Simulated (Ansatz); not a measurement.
**[BH2F2]− (SMILES F[BH2-]F): the energy, rung by rung**

[BH2F2]−: 5 atoms, total charge -1, spin state singlet. As SMILES, `F[BH2-]F`. The coordinates come from a GFN2-xTB relaxation.

```jsonl
{"atom": "F", "x (Å)": "-1.1770", "y (Å)": "0.6245", "z (Å)": "0.3832"}
{"atom": "B", "x (Å)": "0.0335", "y (Å)": "0.0143", "z (Å)": "-0.0561"}
{"atom": "F", "x (Å)": "0.4076", "y (Å)": "-0.9473", "z (Å)": "0.9267"}
{"atom": "H", "x (Å)": "-0.1719", "y (Å)": "-0.5601", "z (Å)": "-1.1189"}
{"atom": "H", "x (Å)": "0.9078", "y (Å)": "0.8687", "z (Å)": "-0.1348"}
```

Quantity: the energy change with the B2–H4 bond stretched from 1.225 to 2.451 Å, in eV. The values are calculated.

| level | kind | program | value (eV) | less FCI/STO-3G | CPU time (all runs) |
| --- | --- | --- | --- | --- | --- |
| HF/STO-3G (restricted) | Hartree–Fock | Ansatz | 5.67 | +1.35 | 0.15 s |
| SVWN5/STO-3G (restricted) | LDA | Ansatz | 3.68 | -0.64 | 1.2 s |
| BLYP/STO-3G (restricted) | GGA | Ansatz | 3.21 | -1.11 | 1.8 s |
| BHLYP/STO-3G (restricted) | global hybrid | Ansatz | 4.73 | +0.41 | 1.7 s |
| r2SCAN0/STO-3G (restricted) | hybrid meta-GGA | Ansatz | 4.38 | +0.06 | 4.4 s |
| wB97M-V/STO-3G (restricted) | range-separated hybrid | Ansatz | 4.28 | -0.04 | 29 s |
| B2PLYP/STO-3G (restricted) | double hybrid | Ansatz | 4.23 | -0.09 | 2.5 s |
| CCSD(T)/STO-3G (restricted) | coupled cluster or CI | Ansatz | 4.31 | -0.01 | 0.27 s |
| CCSDTQ/STO-3G (restricted) | coupled cluster or CI | Ansatz | 4.32 | 0.00 | 20 s |
| FCI/STO-3G | exact in the basis | Ansatz | 4.32 | 0.00 | 6 s |

FCI/STO-3G is exact within its basis and frozen core, so for wave-function methods in that basis the difference is their error; functionals converge differently with the basis, so for them it is only a difference. A spin-restricted reference rises too steeply as a bond breaks; here HF/STO-3G, BHLYP/STO-3G lie well above the multireference or unrestricted value. Sets without diffuse functions describe the anion poorly. The first shape isn't each level's own minimum. The values span 3.21 to 5.67 eV. All rows use very small basis sets, so none should be taken for the real molecule's value. In so small a basis fixed costs decide the times, and correlated methods can beat functionals. CPU times are rough (shared hosts, several kinds of processor and program).

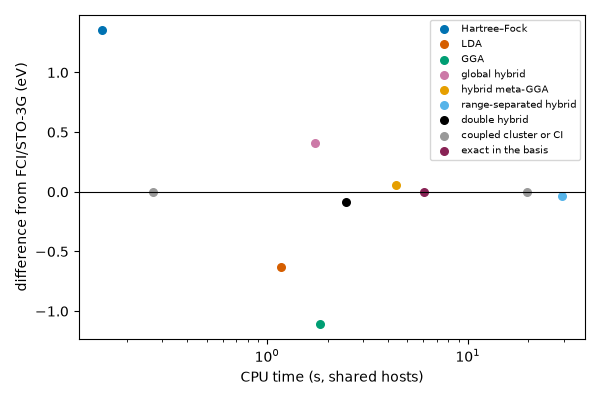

Difference from FCI/STO-3G against processor time, one point a level.
